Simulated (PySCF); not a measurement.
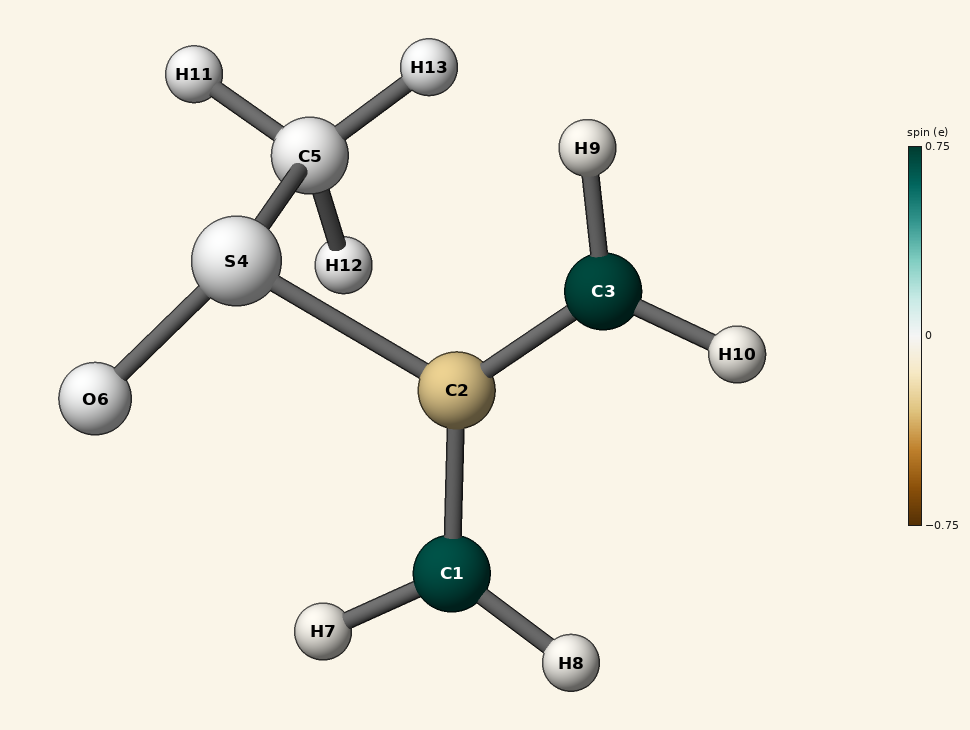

Atoms are coloured by their Mulliken spin populations. Charge 0, doublet. The computed structure is the end point of a GFN2-xTB optimisation. No frequency run is at hand to confirm it as a minimum. Level of theory: UKS B3LYP, pcH-1 on C H O S, non-relativistic (PySCF 2.14.0).

List the Mulliken spin populations.

```json
{"atom": "C1", "value (e)": "0.67"}
{"atom": "C2", "value (e)": "−0.27"}
{"atom": "C3", "value (e)": "0.71"}
{"atom": "S4", "value (e)": "0.00"}
{"atom": "C5", "value (e)": "0.00"}
{"atom": "O6", "value (e)": "0.00"}
{"atom": "H7", "value (e)": "−0.03"}
{"atom": "H8", "value (e)": "−0.03"}
{"atom": "H9", "value (e)": "−0.03"}
{"atom": "H10", "value (e)": "−0.03"}
{"atom": "H11", "value (e)": "0.00"}
{"atom": "H12", "value (e)": "0.00"}
{"atom": "H13", "value (e)": "0.00"}
```

Mulliken values depend strongly on the basis set.
